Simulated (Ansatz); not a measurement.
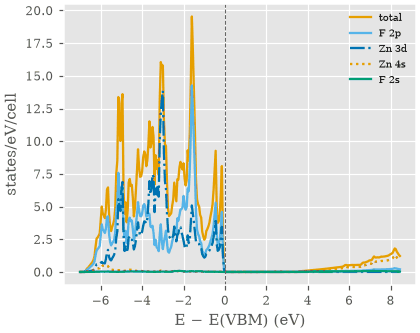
Fig. 1. Total and projected density of states of ZnF2 (rutile, P4_2/mnm), the program Ansatz at the LDA level (PAW)

Which orbitals carry the states next to the gap?

Top 1 eV of the valence band: F 2p 56 %, Zn 3d 43 %. Bottom 1 eV of the conduction band: Zn 4s 73 %, F 2s 19 %, F 2p 7 %. Projections are on Löwdin-orthogonalised atomic valence shells; empty p or d shells of many metals are not among them.

Where is the tallest occupied peak in this window, and what makes it?

Near -1.6 eV, about 20 states/eV per cell; the largest projected share is F 2p.

Symmetry was held in the LDA relaxation.

Potentials: the later of the program's two PAW sets.
